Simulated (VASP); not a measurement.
Band structure of LaTc3 (space group Pm-3m). These are PBE GGA, VASP's PBE PAW potentials (set 64) (plane waves; VASP 6.6.1) values and carry that method's errors.

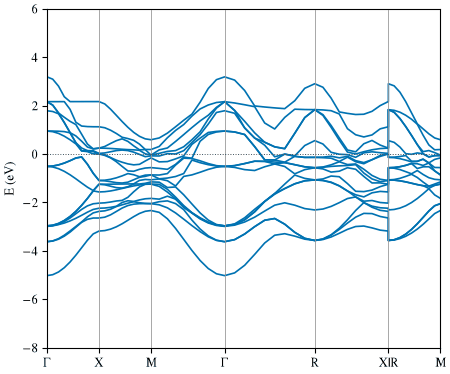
Fig. 1. Bands along high-symmetry lines, zero at the valence-band maximum or, without a gap, the Fermi level

Read the plot: is there a gap, and where are the band edges?

It has no gap at this level: it comes out as a metal or semimetal.

The structure was generated: LaTc3 was put into an ordered model structure, which need not be its known phase. The cell was not relaxed at this level.
